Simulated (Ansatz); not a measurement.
**Pressure series in Rh**

Start from Rh in the fcc (Cu type) structure (space group Fm-3m, No. 225; a = 3.754 Å).

Cell and atoms are relaxed at each pressure.

Level of theory: Ansatz (a quantum-chemistry and plane-wave program), LDA, PAW, cutoff 420 eV, no spin-orbit coupling.

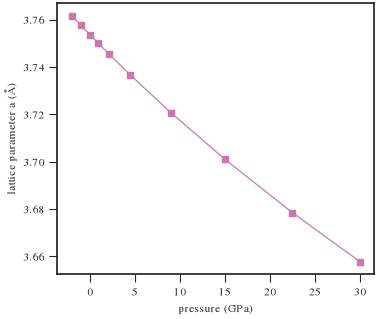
*Lattice parameter a against pressure*

Question: From the plot, what is the lattice parameter a for pressure 9 GPa?

Answer: About 3.721 Å.

Question: Is the trend monotonic over the range shown?

Answer: Yes, it falls throughout, spanning 3.658 Å to 3.762 Å.

Load acts through the strain it causes; cell and atoms are relaxed under it. Stability against distortions was not tested. No other phases were tried under pressure. The final runs are not spin-polarised.
